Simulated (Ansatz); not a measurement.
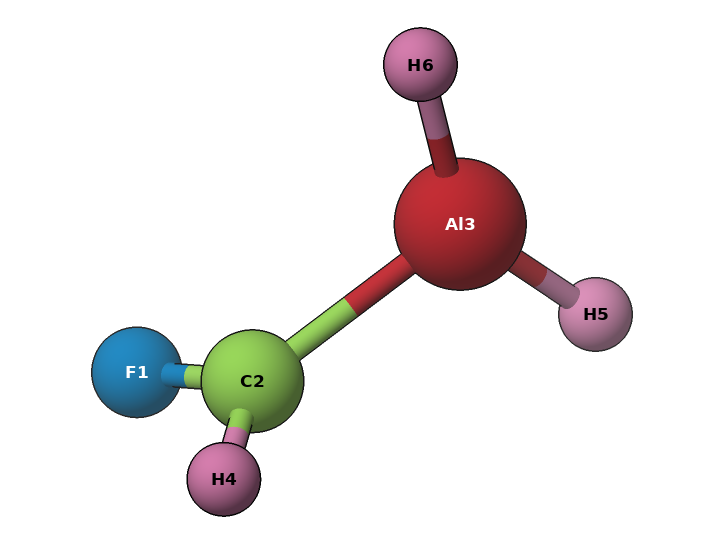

Atoms carry their numbers in the input. State: charge +1, singlet. The geometry was computed by an optimisation with PBE0-D4/def2-TZVP. No frequency run is at hand to confirm it as a minimum.

List the bonds and their lengths.

```json
{"bond": "F1–C2", "length (Å)": "1.258"}
{"bond": "C2–Al3", "length (Å)": "2.092"}
{"bond": "C2–H4", "length (Å)": "1.104"}
{"bond": "Al3–H5", "length (Å)": "1.564"}
{"bond": "Al3–H6", "length (Å)": "1.564"}
```
